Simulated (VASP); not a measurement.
Band structure of NbRu$_{3}$ (space group Pm-3m). Method: PBEsol GGA, VASP's PBE PAW potentials (set 64) (plane waves; VASP 6.6.1).

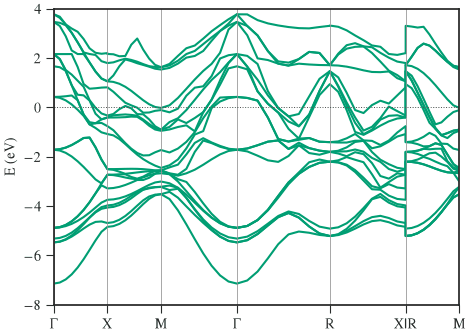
Figure. Bands along high-symmetry lines, zero at the valence-band maximum or, without a gap, the Fermi level

Problem. Read the plot: is there a gap, and where are the band edges?

Solution. It has no gap at this level: it comes out as a metal or semimetal.

The structure comes from a computed database's NbRu3 entry; how it stands against other phases isn't given here. The cell was not relaxed at this level. The electron count is odd and the run is not spin-polarised, which forces a metal.
